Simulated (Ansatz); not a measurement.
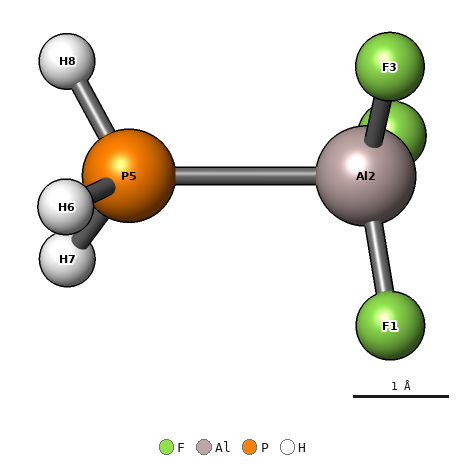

The structure as given in the input (ball-and-stick view, seen on its broad side; atoms are numbered from 1 in the order of the input). Sticks mark near contacts. Bond lengths as drawn: Al–F 1.65 Å, Al–P 2.49 Å and H–P 1.41 Å.

# AlPH3F3: single-point calculation

- system: AlPH3F3, SMILES [F][Al-]([F])([F])[PH3+]
- method: RKS PBE/aug-cc-pVDZ (Ansatz 0.2.0)

Some settings of this run were made unusual or wrong on purpose. The geometry comes from this level: PBE0-D4/def2-TZVP. Figures and captions count atoms from 1; the log counts them from 0 in places.

Input file
```yaml
crystal:
  periodic: [false, false, false]
  atoms:
    - {symbol: F, position_ang: [-0.395514, -2.177164, 0.721043]}
    - {symbol: Al, position_ang: [0.738936, -1.194770, 0.031547]}
    - {symbol: F, position_ang: [1.998456, -0.701531, 0.979106]}
    - {symbol: F, position_ang: [1.026586, -1.378725, -1.584324]}
    - {symbol: P, position_ang: [-0.562193, 0.929307, -0.037106]}
    - {symbol: H, position_ang: [-1.021969, 1.456985, 1.183122]}
    - {symbol: H, position_ang: [-1.759536, 0.941634, -0.775352]}
    - {symbol: H, position_ang: [0.067433, 2.067065, -0.573634]}
basis:
  gaussian: {orbitals: aug-cc-pVDZ, final_grid: {core_spheres: 1, valence_spheres: 1, degree: 5}}
hamiltonian: {xc: {name: PBE}}
output: {forces: true}
```

Hardware: 4 threads of Arm Neoverse V2, 23 GiB of memory available, shared host.

Launch command:
```bash
ansatz run in.yaml --threads 4 --pin off --events-out ev --progress --plain --max-ram 10444MiB
```

Output
```
Functional definition: PBE
  name "PBE"
  cite "Perdew, Burke & Ernzerhof, Phys. Rev. Lett. 77, 3865 (1996) doi:10.1103/PhysRevLett.77.3865"
  parent pbe
  parameter kappa = 0.804
  parameter beta = 0.06672455060314922
  exchange = pbe_x(kappa = kappa, mu = beta*pi^2/3)
  correlation = pbe_c(beta = beta)
1398 factors; their error is unknown
mean field evaluation 1: about -24069.0039 eV, gradient 6.9e1 eV
mean field evaluation 2: about -24032.5976 eV, gradient 1.7e2 eV
mean field evaluation 4: about -24076.4333 eV, gradient 4.4e0 eV
mean field evaluation 8: about -24048.3696 eV, gradient 3.2e1 eV
mean field evaluation 16: about -24050.5691 eV, gradient 4.5e-3 eV
mean field -24050.56908174 eV, -883.8421116929 hartree, gradient 4.7e-5 eV, S^2 0.000000; 0 other end points of the search recorded, 0 dependent functions left out
the calculation of the forces begins
reference -24050.56924688 eV, -883.8421177614 hartree; 29, 29 occupied and 121, 121 virtual orbitals, 1398 factors
Total energy: -24050.56924688 eV, -883.8421177614 hartree
Atom 0 at    -0.395514    -2.177164     0.721043 Å, force     5.205863     8.398222    -4.195562 eV/Å
Atom 1 at     0.738936    -1.194770     0.031547 Å, force    -3.411326    -8.341001     3.515213 eV/Å
Atom 2 at     1.998456    -0.701531     0.979106 Å, force     0.341234    -0.244537    -0.325812 eV/Å
Atom 3 at     1.026586    -1.378725    -1.584324 Å, force     0.506033    -0.129942     0.098076 eV/Å
Atom 4 at    -0.562193     0.929307    -0.037106 Å, force     1.619753    -1.445478    -0.311339 eV/Å
Atom 5 at    -1.021969     1.456985     1.183122 Å, force    -0.290407     2.159408     4.031351 eV/Å
Atom 6 at    -1.759536     0.941634    -0.775352 Å, force    -3.018498     0.217074    -3.333181 eV/Å
Atom 7 at     0.067433     2.067065    -0.573634 Å, force    -0.952652    -0.613746     0.521255 eV/Å
Dipole moment:    -0.510842     0.909992    -0.047246 e Å
```

What the run reported

- outcome: converged
- total energy: −24050.5692 eV
- SCF solution under orbital rotations: stable
- largest force (length of the vector): 10.735 eV/Å
- dipole moment: 5.02 D
- wall time: 1 s (CPU time 3.6 s)
- peak memory: 0.41 GiB

What went wrong

A setting was made wrong on purpose: grid. The run converged all the same; its numbers are those of the faulty input and shouldn't be used.
